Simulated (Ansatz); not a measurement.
Starting cell, LaTl3 (Cu3Au type):

```yaml
crystal:
  lattice:
    - [9.47588, 0.00000, 0.00000]
    - [4.73794, 4.73794, 0.00000]
    - [0.00000, 0.00000, 4.73794]
  atoms:
    - { symbol: La, position: [0.00000, 0.00000, 0.00000] }
    - { symbol: La, position: [0.50000, 0.00000, 0.00000] }
    - { symbol: Tl, position: [0.75000, 0.50000, 0.50000] }
    - { symbol: Tl, position: [0.25000, 0.50000, 0.50000] }
    - { symbol: Tl, position: [0.25000, 0.00000, 0.50000] }
    - { symbol: Tl, position: [0.75000, 0.00000, 0.50000] }
    - { symbol: Tl, position: [0.00000, 0.50000, 0.00000] }
    - { symbol: Tl, position: [0.50000, 0.50000, 0.00000] }
```

A phonon eigenvector at M = (0.5, 0.5, 0.0) is frozen into this cell: atom i moves by Q times the vector below, so Q is the largest atomic displacement, in Å. The cell is held. (q is in reciprocal vectors of the primitive cell; the cell shown is doubled to hold the pattern.)

```csv
atom,x,y,z
Tl7,0.000,0.000,-1.000
Tl8,0.000,0.000,1.000
```

Atoms not listed stay in place.

The numbers are results of LDA (plane waves to 420 eV, PAW, scalar-relativistic; Ansatz, a first-principles code), not measurements. k mesh 10×10×10 (Γ-centred), Fermi-Dirac smearing 0.05 eV. E stands for the smeared free energy. With partly filled bands, energies and forces of such displacements shift with the k mesh and the smearing. LaTl3 is run without spin polarisation. LaTl3 was relaxed with its symmetry unable to fall. Spin-orbit coupling is left out, though Tl is heavy. The zero of ΔE is the undisplaced structure.

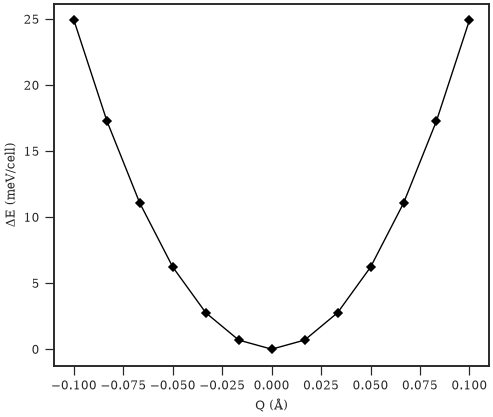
*ΔE (meV/cell) against Q (Å); markers are the computed points, lines only join them.*

### Question
What is the energy change at Q = 0.100 Å?

### Answer
About 25 meV/cell.

### Question
What harmonic wavenumber does the curvature at Q = 0 give?

### Answer
About 58 cm⁻¹.

(A displaced cell: forces are minus the slopes of the energy, force constants its curvatures, and phonons follow from these.)
